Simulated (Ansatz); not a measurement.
## Electronic structure of F2H3Si2 (SMILES F[SiH](F)[SiH2-]) (charge −1) in real space

Input file:

```
crystal:
  periodic: [false, false, false]
  atoms:
    - {symbol: F, position_ang: [0.461990, -0.738748, 1.222691]}
    - {symbol: F, position_ang: [2.716851, -1.975759, 1.502133]}
    - {symbol: Si, position_ang: [1.620271, -1.537935, 0.313624]}
    - {symbol: Si, position_ang: [0.790434, -3.326579, -0.908511]}
    - {symbol: H, position_ang: [2.345601, -0.352485, -0.291300]}
    - {symbol: H, position_ang: [2.149931, -3.363511, -1.644156]}
    - {symbol: H, position_ang: [0.191535, -2.289334, -1.886377]}
basis:
  gaussian:
    orbitals: def2-TZVPD
total_charge: -1
hamiltonian:
  xc: pbe0
output: {forces: true, orbitals: {seedname: orbitals}}
```

Launched as:

```sh
ansatz run input.yaml --threads 2 --pin off --max-ram 4350MiB --events-out events.jsonl --progress --plain --runs-dir runs
```

Geometry: r2SCAN-D4/def2-SVPD.

The calculation used Ansatz 0.2.0, isolated molecule in a Gaussian basis; Kohn-Sham density functional theory, functional PBE0.

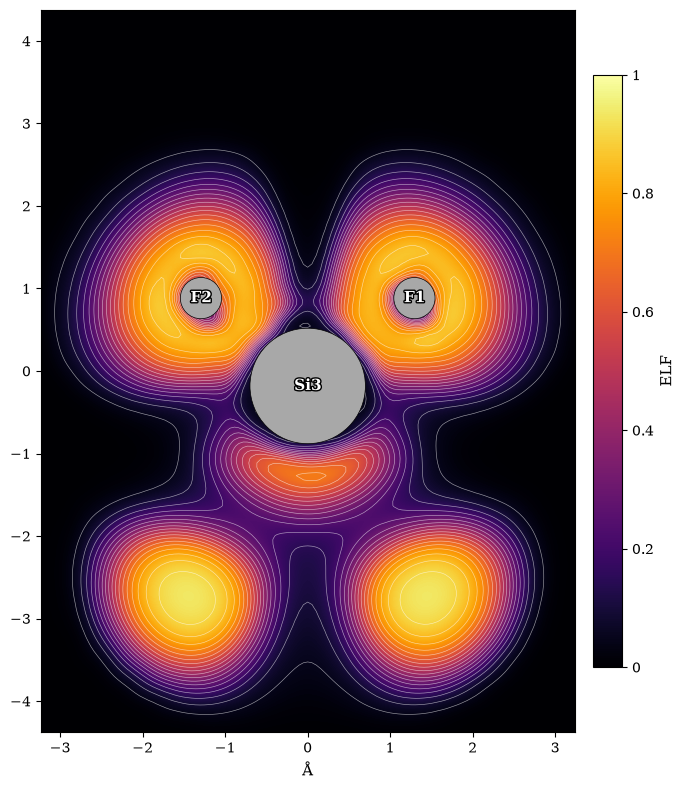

Figure 1. Electron localisation function on the plane of atoms F1, Si3 and F2. Grey discs cover the atomic cores.

Read the bonding off the picture.

The section cuts through F and Si sites. Si–F (1.68 Å): the ELF peaks at about 0.85 in the valence shell of F, 0.6 Å from its nucleus, and is about 0.55 at the midpoint. The ELF also peaks beside F1 and F2, away from the bonds: lone-pair regions.

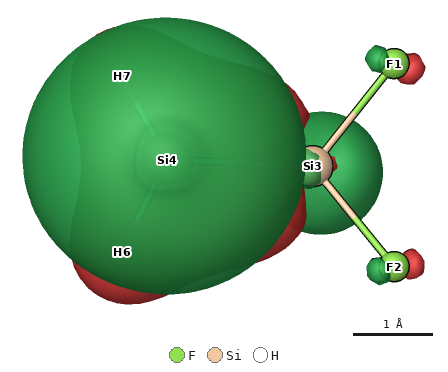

Figure 2. The HOMO at ±0.08 Å⁻³ᐟ² (green and red are the two phases), seen at a tilt.

Describe this orbital and give its energy.

Its weight (Hirshfeld) is mainly on Si4 (about 75 %) and Si3 (about 10 %). Its energy is −1.16 eV.

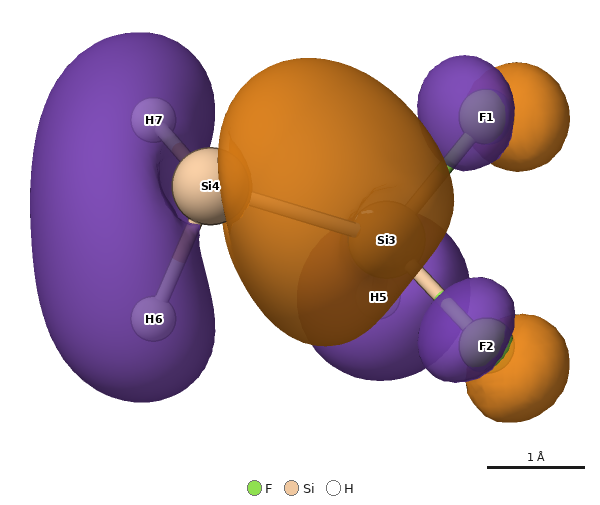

Figure 3. The HOMO−1 at ±0.08 Å⁻³ᐟ² (orange and purple are the two phases), seen at a tilt.

Describe this orbital and give its energy.

Its weight (Hirshfeld) is mainly on Si4 (about 40 %), Si3 (about 30 %), H7 (about 10 %) and H6 (about 10 %). Its energy is −2.98 eV.
